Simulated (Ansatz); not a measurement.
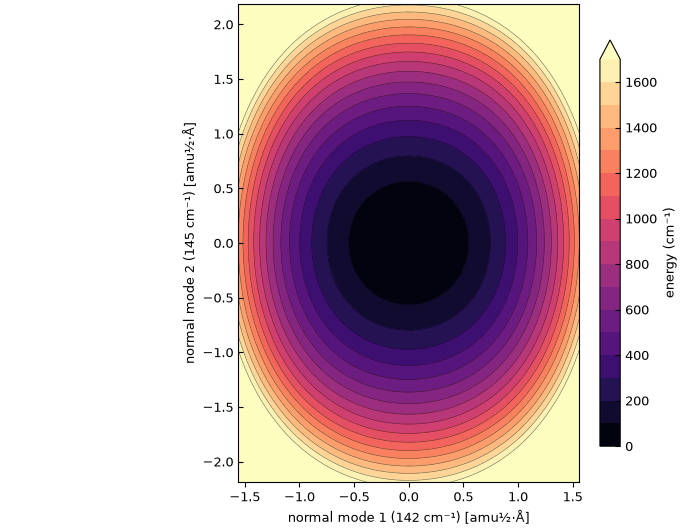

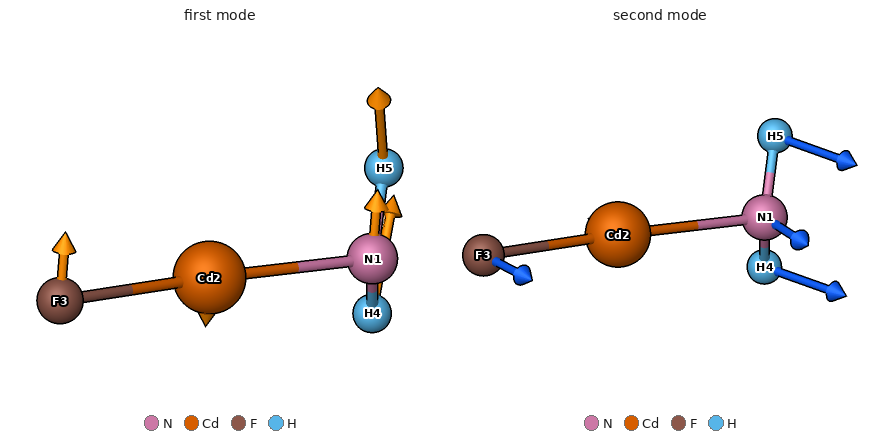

Energy landscape of CdFH2N, SMILES [NH2][Cd][F]. First axis: normal mode 1 (142 cm⁻¹). Second axis: normal mode 2 (145 cm⁻¹). Nothing is relaxed (straight displacements along the two mass-weighted modes). The scan uses a 15 × 15 grid; 128 points were computed and 97 follow by symmetry. Points are written as (first, second). Energies: cm⁻¹, counted from the lowest grid point. These are results of Ansatz 0.2.0, RKS PBE0-D4/def2-TZVP, not measurements.

The picture shows filled contours, one colour for all values above the top of the scale. Between grid points the surface is interpolated. The second picture is the structure at the lowest point

Where are the wells?

Answer. The lowest grid point is at (0.000 amu½·Å, 0.000 amu½·Å). No other kind of well shows on this grid. The highest grid point, (−1.559 amu½·Å, −2.186 amu½·Å), lies 3345 cm⁻¹ above the lowest.

Grid values (cm⁻¹):

```csv
"normal mode 2 (145 cm⁻¹) ↓, normal mode 1 (142 cm⁻¹) →",−1.559,−1.336,−1.114,−0.891,−0.668,−0.445,−0.223,0.000,0.223,0.445,0.668,0.891,1.114,1.336,1.559
2.186,3287,2754,2351,2054,1847,1712,1636,1612,1636,1712,1847,2054,2351,2754,3287
1.874,2739,2226,1842,1565,1372,1249,1180,1158,1180,1249,1373,1565,1842,2226,2739
1.562,2282,1791,1427,1164,985,871,809,789,809,871,985,1164,1427,1791,2282
1.249,1919,1444,1094,846,678,573,516,498,516,573,678,846,1094,1444,1919
0.937,1642,1180,842,604,445,347,293,277,293,347,445,604,842,1180,1642
0.625,1447,995,665,435,282,188,138,122,138,188,282,435,665,995,1447
0.312,1333,886,561,335,186,94,46,31,46,94,186,335,561,886,1333
0.000,1298,852,528,303,154,63,15,0,15,63,154,303,528,852,1298
−0.312,1341,891,565,338,187,95,45,30,45,95,187,338,565,891,1341
−0.625,1462,1006,673,440,285,189,138,122,138,189,285,440,673,1006,1462
−0.937,1665,1199,855,613,451,349,295,278,295,349,451,613,855,1199,1665
−1.249,1951,1469,1113,860,687,578,519,501,519,578,687,859,1113,1469,1949
−1.562,2321,1825,1452,1182,999,881,816,795,816,881,999,1182,1452,1825,2321
−1.874,2784,2265,1875,1589,1390,1262,1191,1168,1191,1262,1390,1589,1873,2265,2784
−2.186,3345,2802,2388,2083,1868,1728,1649,1624,1649,1728,1868,2083,2386,2799,3341
```

Each point was launched as `ansatz run input.yaml --threads 1 --pin off --max-ram 2560MiB --backend cpu --events-out ev --progress --plain --runs-dir out`. Time for the 128 points that were run: 8.3 min on 1 thread of Arm Neoverse V2, with other jobs on the host.
